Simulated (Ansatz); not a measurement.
# Nudged elastic band of CH$_{4}$FOSi (charge +1)

The run: nudged elastic band of CH$_{4}$FOSi, charge +1, SMILES O[CH+][SiH2]F. Method and program: RKS PBE0/def2-SVP (Ansatz 0.2.0).

It belongs to a series of runs on one base structure; here: band between the two ends.

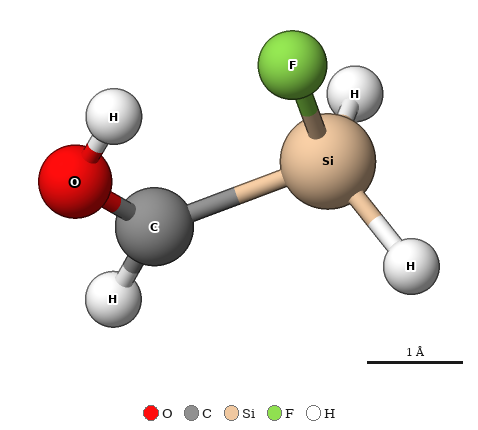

The structure as given in the input (ball-and-stick view, seen at a tilt).

Summary

| quantity | value |
| --- | --- |
| outcome | converged |
| barrier, forward | 0.281 eV |
| barrier, backward | 0.038 eV |
| hardware | 1 thread of Intel Xeon (Emerald Rapids), 192 GiB of memory available, shared host |
| wall time | 3.2 min |
| peak memory | 0.17 GiB |

Remarks

The order of the saddle point was not checked.

The input
```yaml
crystal:
  periodic: [false, false, false]
  atoms:
    - { symbol: O, position_ang: [-0.732661, 1.52012, -0.30241] }
    - { symbol: C, position_ang: [0.059177, 0.897858, 0.440763] }
    - { symbol: Si, position_ang: [0.358127, -0.992088, 0.046071] }
    - { symbol: F, position_ang: [-0.662855, -0.958439, -1.223722] }
    - { symbol: H, position_ang: [-1.109016, 0.937181, -1.013775] }
    - { symbol: H, position_ang: [0.488638, 1.528652, 1.239369] }
    - { symbol: H, position_ang: [1.76721, -1.152476, -0.36336] }
    - { symbol: H, position_ang: [-0.168611, -1.780798, 1.177064] }
total_charge: 1
basis:
  gaussian: { orbitals: def2-SVP }
hamiltonian:
  xc: pbe0
neb:
  order_check: false
  images: 9
  f_tol: 0.05
  max_iterations: 54
  final_atoms:
    - { symbol: O, position_ang: [-0.16434732, 1.74898387, 0.58567688] }
    - { symbol: C, position_ang: [-0.39211549, 0.80652383, -0.21117462] }
    - { symbol: Si, position_ang: [0.24168383, -1.05128763, -0.13615866] }
    - { symbol: F, position_ang: [-0.46767779, -1.66550884, -1.43073548] }
    - { symbol: H, position_ang: [0.40534076, 1.54138556, 1.35724018] }
    - { symbol: H, position_ang: [-1.04194532, 1.13460968, -1.0458146] }
    - { symbol: H, position_ang: [1.71255378, -0.94025666, -0.25980257] }
    - { symbol: H, position_ang: [-0.29348346, -1.5744398, 1.14076889] }
  initial_path:
    images:
      - { positions_ang: [[-0.732661, 1.52012, -0.30241], [0.059177, 0.897858, 0.440763], [0.358127, -0.992088, 0.046071], [-0.662855, -0.958439, -1.223722], [-1.109016, 0.937181, -1.013775], [0.488638, 1.528652, 1.239369], [1.76721, -1.152476, -0.36336], [-0.168611, -1.780798, 1.177064]] }
      - { positions_ang: [[-0.78140316, 1.50896941, -0.20130942], [0.07497341, 0.90354701, 0.37706283], [0.36416098, -0.99652625, 0.03559422], [-0.4683791, -0.97285815, -1.30060274], [-1.24107133, 0.92385018, -0.77084088], [0.58406541, 1.55156677, 1.01701653], [1.76424883, -1.17253768, -0.20826536], [-0.29658605, -1.74600128, 1.05134482]] }
      - { positions_ang: [[-0.83014532, 1.49781883, -0.10020884], [0.09076983, 0.90923601, 0.31336267], [0.37019497, -1.0009645, 0.02511744], [-0.27390319, -0.9872773, -1.37748348], [-1.37312667, 0.91051936, -0.52790675], [0.67949282, 1.57448155, 0.79466405], [1.76128766, -1.19259937, -0.05317073], [-0.4245611, -1.71120456, 0.92562564]] }
      - { positions_ang: [[-0.87888747, 1.48666824, 0.00089174], [0.10656624, 0.91492502, 0.2496625], [0.37622895, -1.00540276, 0.01464066], [-0.07942729, -1.00169646, -1.45436422], [-1.505182, 0.89718853, -0.28497263], [0.77492023, 1.59739632, 0.57231158], [1.75832649, -1.21266105, 0.10192391], [-0.55253615, -1.67640784, 0.79990647]] }
      - { positions_ang: [[-0.92762963, 1.47551765, 0.10199232], [0.12236266, 0.92061403, 0.18596234], [0.38226293, -1.00984101, 0.00416388], [0.11504861, -1.01611561, -1.53124496], [-1.63723733, 0.88385771, -0.04203851], [0.87034763, 1.62031109, 0.3499591], [1.75536532, -1.23272274, 0.25701854], [-0.6805112, -1.64161112, 0.67418729]] }
      - { positions_ang: [[-0.97637179, 1.46436706, 0.2030929], [0.13815907, 0.92630303, 0.12226217], [0.38829692, -1.01427926, -0.0063129], [0.30952452, -1.03053476, -1.6081257], [-1.76929267, 0.87052689, 0.20089562], [0.96577504, 1.64322586, 0.12760663], [1.75240415, -1.25278442, 0.41211318], [-0.80848624, -1.60681441, 0.54846811]] }
      - { positions_ang: [[-0.81396689, 1.52129043, 0.2796097], [0.03210416, 0.90234719, 0.05557481], [0.3589743, -1.02168093, -0.03228206], [0.15408406, -1.15752958, -1.57264766], [-1.33436598, 1.00469862, 0.43216453], [0.56423097, 1.54150263, -0.10707762], [1.74443408, -1.19027887, 0.27773003], [-0.70548569, -1.60033948, 0.66692827]] }
      - { positions_ang: [[-0.651562, 1.57821379, 0.35612649], [-0.07395075, 0.87839135, -0.01111255], [0.32965168, -1.02908261, -0.05825121], [-0.0013564, -1.28452439, -1.53716961], [-0.8994393, 1.13887036, 0.66343344], [0.1626869, 1.43977939, -0.34176187], [1.736464, -1.12777332, 0.14334688], [-0.60248513, -1.59386456, 0.78538842]] }
      - { positions_ang: [[-0.48915711, 1.63513715, 0.43264329], [-0.18000566, 0.85443551, -0.07779991], [0.30032906, -1.03648428, -0.08422036], [-0.15679686, -1.41151921, -1.50169157], [-0.46451261, 1.27304209, 0.89470235], [-0.23885717, 1.33805615, -0.57644611], [1.72849393, -1.06526777, 0.00896373], [-0.49948457, -1.58738964, 0.90384858]] }
      - { positions_ang: [[-0.32675221, 1.69206051, 0.50916008], [-0.28606057, 0.83047967, -0.14448727], [0.27100644, -1.04388595, -0.11018951], [-0.31223732, -1.53851403, -1.46621352], [-0.02958593, 1.40721382, 1.12597126], [-0.64040125, 1.23633291, -0.81113036], [1.72052385, -1.00276222, -0.12541942], [-0.39648401, -1.58091472, 1.02230873]] }
      - { positions_ang: [[-0.16434732, 1.74898387, 0.58567688], [-0.39211549, 0.80652383, -0.21117462], [0.24168383, -1.05128763, -0.13615866], [-0.46767779, -1.66550884, -1.43073548], [0.40534076, 1.54138556, 1.35724018], [-1.04194532, 1.13460968, -1.0458146], [1.71255378, -0.94025666, -0.25980257], [-0.29348346, -1.5744398, 1.14076889]] }
```

Launch command:
```bash
ansatz run input.yaml --threads 1 --pin off --max-ram 2048MiB --backend cpu --events-out ev --progress --plain --runs-dir out
```

Output
```
Engine: ansatz 0.2.0, x86_64-unknown-linux-gnu
Functional definition: PBE0
  parameter a = 0.25
  parameter kappa = 0.804
  parameter beta = 0.06672455060314922
  exchange = (1 - a)*pbe_x(kappa = kappa, mu = beta*pi^2/3) + a*exact_x
  correlation = pbe_c(beta = beta)
837 factors; integrals over basis functions are off by at most 5.8e-4 eV
mean field evaluation 1: about -13711.4754 eV, gradient 7.0e1 eV
mean field evaluation 2: about -13695.1775 eV, gradient 1.2e2 eV
mean field evaluation 4: about -13719.6018 eV, gradient 5.4e0 eV
mean field evaluation 8: about -13719.6758 eV, gradient 4.0e-1 eV
mean field evaluation 16: about -13719.6762 eV, gradient 7.6e-6 eV
mean field -13719.67617225 eV, -504.1887997997 hartree, gradient 7.6e-6 eV, S^2 0.000000; 0 other end points of the search recorded, 0 dependent functions left out
the calculation of the forces begins
reference -13719.67619410 eV, -504.1888006028 hartree; 20, 20 occupied and 60, 60 virtual orbitals, 837 factors
836 factors; integrals over basis functions are off by at most 6.8e-4 eV
mean field -13719.43412518 eV, -504.1799047339 hartree, gradient 6.6e-6 eV, S^2 0.000000; 0 other end points of the search recorded, 0 dependent functions left out
[... from here on the field's lines of each further geometry are left out, up to the last ...]
NEB iter   1: max|band force component| = 9.350e1 eV/Å  barrier→ = 29.1473 eV  barrier← = 28.9053 eV  Δτ_max = 0.1953 Å  (271 SCF iters)
NEB iter   2: max|band force component| = 5.161e1 eV/Å  barrier→ = 17.4605 eV  barrier← = 17.2184 eV  Δτ_max = 0.1950 Å  (264 SCF iters)
NEB iter   3: max|band force component| = 2.056e1 eV/Å  barrier→ = 8.8210 eV  barrier← = 8.5789 eV  Δτ_max = 0.1950 Å  (279 SCF iters)
NEB iter   4: max|band force component| = 1.021e1 eV/Å  barrier→ = 4.6376 eV  barrier← = 4.3956 eV  Δτ_max = 0.1946 Å  (261 SCF iters)
NEB iter   5: max|band force component| = 4.667e0 eV/Å  barrier→ = 2.1450 eV  barrier← = 1.9030 eV  Δτ_max = 0.1965 Å  (255 SCF iters)
NEB iter   6: max|band force component| = 3.270e0 eV/Å  barrier→ = 0.9214 eV  barrier← = 0.6794 eV  Δτ_max = 0.1999 Å  (256 SCF iters)
NEB iter   7: max|band force component| = 1.598e0 eV/Å  barrier→ = 0.3373 eV  barrier← = 0.0953 eV  Δτ_max = 0.0554 Å  (256 SCF iters)
NEB iter   8: max|band force component| = 9.794e-1 eV/Å  barrier→ = 0.2806 eV  barrier← = 0.0386 eV  Δτ_max = 0.0588 Å  (241 SCF iters)
NEB iter   9: max|band force component| = 2.906e-1 eV/Å  barrier→ = 0.2791 eV  barrier← = 0.0371 eV  CI = image 5  Δτ_max = 0.0493 Å  (234 SCF iters)
NEB iter  10: max|band force component| = 1.411e-1 eV/Å  barrier→ = 0.2804 eV  barrier← = 0.0383 eV  CI = image 5  Δτ_max = 0.0287 Å  (246 SCF iters)
NEB iter  11: max|band force component| = 1.238e-1 eV/Å  barrier→ = 0.2806 eV  barrier← = 0.0386 eV  CI = image 5  Δτ_max = 0.0093 Å  (245 SCF iters)
NEB iter  12: max|band force component| = 5.241e-2 eV/Å  barrier→ = 0.2806 eV  barrier← = 0.0385 eV  CI = image 5  Δτ_max = 0.0051 Å  (219 SCF iters)
the calculation of the forces begins
reference -13719.43550142 eV, -504.1799553096 hartree; 20, 20 occupied and 60, 60 virtual orbitals, 836 factors
837 factors; integrals over basis functions are off by at most 4.2e-4 eV
mean field evaluation 1024: about -13695.2703 eV, gradient 1.2e2 eV
mean field -13719.39561350 eV, -504.1784894559 hartree, gradient 1.2e-5 eV, S^2 0.000000; 1 other end points of the search recorded, 0 dependent functions left out
the calculation of the forces begins
reference -13719.39563476 eV, -504.1784902370 hartree; 20, 20 occupied and 60, 60 virtual orbitals, 837 factors
NEB iter  13: max|band force component| = 2.128e-2 eV/Å  barrier→ = 0.2806 eV  barrier← = 0.0385 eV  CI = image 5  Δτ_max = 0.0000 Å  (435 SCF iters)
```

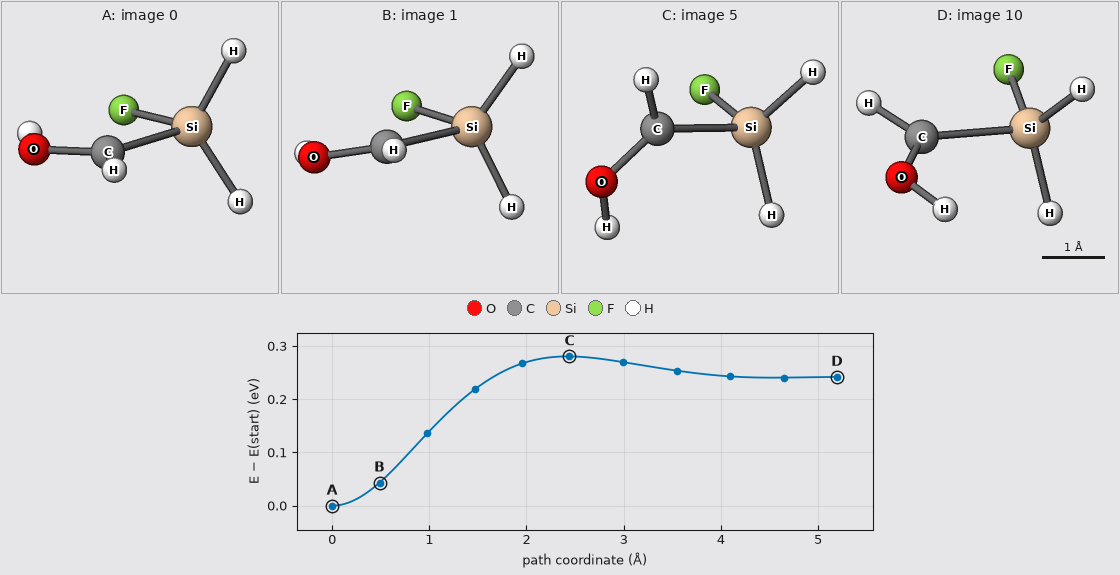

Images of the last band (counted from 0; ball-and-stick, seen at a tilt) above the energy along the path; the line is a cubic interpolation that uses the forces. The highest image is number 5, 0.281 eV above the start and 0.039 eV above the end (the climbing image); the end lies 0.242 eV above the start. The path is 5.20 Å long. The band converged in 13 iterations.

```
Total energy: -13719.39563476 eV, -504.1784902370 hartree
Atom 0 at    -0.991756     1.508334     0.176992 Å, force    -0.005623     0.010308     0.002238 eV/Å
Atom 1 at     0.121333     0.932300     0.162454 Å, force     0.002709    -0.011438    -0.003967 eV/Å
Atom 2 at     0.410534    -1.013404    -0.065679 Å, force    -0.001083     0.002486     0.012176 eV/Å
Atom 3 at     0.242183    -1.091179    -1.660704 Å, force     0.000264     0.002304    -0.011430 eV/Å
Atom 4 at    -1.779266     0.924043     0.110869 Å, force     0.003530    -0.002272     0.000021 eV/Å
Atom 5 at     0.947915     1.664282     0.237307 Å, force    -0.001006     0.000713    -0.001206 eV/Å
Atom 6 at     1.780466    -1.288667     0.399392 Å, force     0.001188    -0.000536     0.001176 eV/Å
Atom 7 at    -0.731400    -1.635699     0.639370 Å, force     0.000020    -0.001565     0.000993 eV/Å
Dipole moment:    -0.191533     0.414838     0.663059 e Å
this run last wrote the band of iteration 13 to [file]
```

The last band as extended XYZ (Å, eV, eV/Å)
```
8
Properties=species:S:1:pos:R:3:forces:R:3 image=0 energy=-13719.67617
O    -0.7327    1.5201   -0.3024   -0.0015  -0.0040  -0.0024
C     0.0592    0.8979    0.4408   -0.0047  -0.0001  -0.0035
Si    0.3581   -0.9921    0.0461    0.0031  -0.0047  -0.0010
F    -0.6629   -0.9584   -1.2237   -0.0016   0.0024  -0.0008
H    -1.1090    0.9372   -1.0138    0.0024   0.0040   0.0037
H     0.4886    1.5287    1.2394    0.0019   0.0026   0.0014
H     1.7672   -1.1525   -0.3634    0.0020   0.0005   0.0000
H    -0.1686   -1.7808    1.1771   -0.0016  -0.0008   0.0026
8
Properties=species:S:1:pos:R:3:forces:R:3 image=1 energy=-13719.63273
O    -0.8275    1.5101   -0.2044    0.0164   0.0024  -0.0319
C     0.0899    0.9011    0.3926   -0.0047  -0.0045   0.0174
Si    0.3863   -0.9933    0.0134   -0.0025   0.0033   0.0129
F    -0.5025   -0.9819   -1.3439   -0.0638   0.0220   0.0349
H    -1.3172    0.9436   -0.8508    0.0639  -0.0153  -0.0643
H     0.6418    1.5521    1.0943   -0.0407  -0.0048   0.0558
H     1.8290   -1.2091   -0.2023   -0.0083   0.0089  -0.0547
H    -0.2998   -1.7227    1.1010    0.0396  -0.0120   0.0299
8
Properties=species:S:1:pos:R:3:forces:R:3 image=2 energy=-13719.54048
O    -0.8940    1.5190   -0.1032    0.0089   0.0167  -0.0349
C     0.1060    0.9046    0.3370    0.0002  -0.0182   0.0201
Si    0.4035   -1.0019   -0.0165    0.0015   0.0064   0.0161
F    -0.3264   -1.0474   -1.4550   -0.0823   0.0177   0.0296
H    -1.5100    0.9742   -0.6453    0.0583  -0.0138  -0.0915
H     0.7700    1.5697    0.9192   -0.0369  -0.0080   0.0799
H     1.8588   -1.2311   -0.0507    0.0029   0.0084  -0.0628
H    -0.4078   -1.6871    1.0145    0.0474  -0.0092   0.0436
8
Properties=species:S:1:pos:R:3:forces:R:3 image=3 energy=-13719.45780
O    -0.9425    1.5232   -0.0039    0.0061   0.0098  -0.0232
C     0.1161    0.9140    0.2799   -0.0070  -0.0125   0.0137
Si    0.4125   -1.0097   -0.0395    0.0059   0.0097   0.0147
F    -0.1409   -1.0900   -1.5481   -0.0600   0.0014   0.0088
H    -1.6566    0.9773   -0.4026    0.0298   0.0005  -0.0696
H     0.8674    1.6011    0.7124   -0.0165  -0.0095   0.0639
H     1.8597   -1.2482    0.0941    0.0081   0.0065  -0.0444
H    -0.5158   -1.6676    0.9076    0.0334  -0.0058   0.0360
8
Properties=species:S:1:pos:R:3:forces:R:3 image=4 energy=-13719.40888
O    -0.9738    1.5169    0.0880   -0.0084   0.0109  -0.0114
C     0.1228    0.9244    0.2219   -0.0041  -0.0073   0.0139
Si    0.4137   -1.0138   -0.0534    0.0084   0.0105   0.0084
F     0.0469   -1.0954   -1.6157   -0.0292  -0.0041  -0.0088
H    -1.7441    0.9526   -0.1446    0.0102  -0.0001  -0.0334
H     0.9282    1.6382    0.4790    0.0036  -0.0031   0.0280
H     1.8329   -1.2702    0.2426    0.0098  -0.0002  -0.0173
H    -0.6266   -1.6527    0.7822    0.0098  -0.0066   0.0206
8
Properties=species:S:1:pos:R:3:forces:R:3 image=5 energy=-13719.39561
O    -0.9918    1.5083    0.1770   -0.0056   0.0103   0.0022
C     0.1213    0.9323    0.1625    0.0027  -0.0114  -0.0040
Si    0.4105   -1.0134   -0.0657   -0.0011   0.0025   0.0122
F     0.2422   -1.0912   -1.6607    0.0003   0.0023  -0.0114
H    -1.7793    0.9240    0.1109    0.0035  -0.0023   0.0000
H     0.9479    1.6643    0.2373   -0.0010   0.0007  -0.0012
H     1.7805   -1.2887    0.3994    0.0012  -0.0005   0.0012
H    -0.7314   -1.6357    0.6394    0.0000  -0.0016   0.0010
8
Properties=species:S:1:pos:R:3:forces:R:3 image=6 energy=-13719.40634
O    -0.9288    1.5319    0.3503   -0.0172   0.0009   0.0124
C     0.1141    0.9371   -0.0091   -0.0043   0.0023  -0.0075
Si    0.3848   -1.0192   -0.0804    0.0019   0.0003  -0.0016
F     0.1361   -1.2366   -1.6504    0.0094   0.0018  -0.0004
H    -1.6639    0.9572    0.6598    0.0224   0.0018   0.0086
H     0.8845    1.6546   -0.3505   -0.0018  -0.0070  -0.0134
H     1.7810   -1.2494    0.3330   -0.0038  -0.0004   0.0113
H    -0.7077   -1.5757    0.7472   -0.0066   0.0002  -0.0094
8
Properties=species:S:1:pos:R:3:forces:R:3 image=7 energy=-13719.42236
O    -0.7805    1.5749    0.5335   -0.0178  -0.0062   0.0193
C     0.0355    0.9202   -0.1568    0.0054   0.0142  -0.0119
Si    0.3470   -1.0254   -0.1148    0.0015  -0.0006   0.0093
F    -0.0148   -1.3889   -1.6321    0.0082  -0.0018  -0.0088
H    -1.3187    1.0509    1.1675    0.0228   0.0120  -0.0012
H     0.5877    1.5779   -0.8557   -0.0104  -0.0149  -0.0040
H     1.7832   -1.1637    0.2011   -0.0068   0.0007   0.0078
H    -0.6393   -1.5459    0.8574   -0.0030  -0.0033  -0.0105
8
Properties=species:S:1:pos:R:3:forces:R:3 image=8 energy=-13719.43322
O    -0.5488    1.6417    0.6433    0.0037   0.0006  -0.0035
C    -0.1172    0.8811   -0.2560   -0.0055   0.0044   0.0091
Si    0.3010   -1.0362   -0.1345    0.0001   0.0060   0.0003
F    -0.2434   -1.5474   -1.5494    0.0029  -0.0016  -0.0042
H    -0.7226    1.2225    1.5140    0.0053  -0.0022   0.0051
H     0.0330    1.4286   -1.2062   -0.0027  -0.0030  -0.0103
H     1.7766   -1.0497   -0.0277   -0.0003   0.0000   0.0048
H    -0.4785   -1.5406    1.0165   -0.0036  -0.0042  -0.0012
8
Properties=species:S:1:pos:R:3:forces:R:3 image=9 energy=-13719.43548
O    -0.3289    1.7033    0.6449    0.0004  -0.0009   0.0033
C    -0.2723    0.8397   -0.2638   -0.0004  -0.0009  -0.0008
Si    0.2639   -1.0455   -0.1379    0.0005   0.0002  -0.0003
F    -0.3955   -1.6384   -1.4685   -0.0006  -0.0001   0.0008
H    -0.0996    1.3981    1.5492   -0.0019   0.0013  -0.0035
H    -0.5584    1.2690   -1.2438    0.0014   0.0009   0.0011
H     1.7421   -0.9752   -0.1888   -0.0003  -0.0005  -0.0006
H    -0.3513   -1.5511    1.1087    0.0008   0.0000   0.0000
8
Properties=species:S:1:pos:R:3:forces:R:3 image=10 energy=-13719.43412
O    -0.1643    1.7490    0.5857   -0.0021   0.0102   0.0016
C    -0.3921    0.8065   -0.2112    0.0040  -0.0142   0.0000
Si    0.2417   -1.0513   -0.1362   -0.0002  -0.0006  -0.0013
F    -0.4677   -1.6655   -1.4307   -0.0003  -0.0005  -0.0001
H     0.4053    1.5414    1.3572   -0.0006  -0.0013  -0.0010
H    -1.0419    1.1346   -1.0458    0.0001   0.0041   0.0013
H     1.7126   -0.9403   -0.2598   -0.0003   0.0011  -0.0005
H    -0.2935   -1.5744    1.1408   -0.0006   0.0012  -0.0001
```
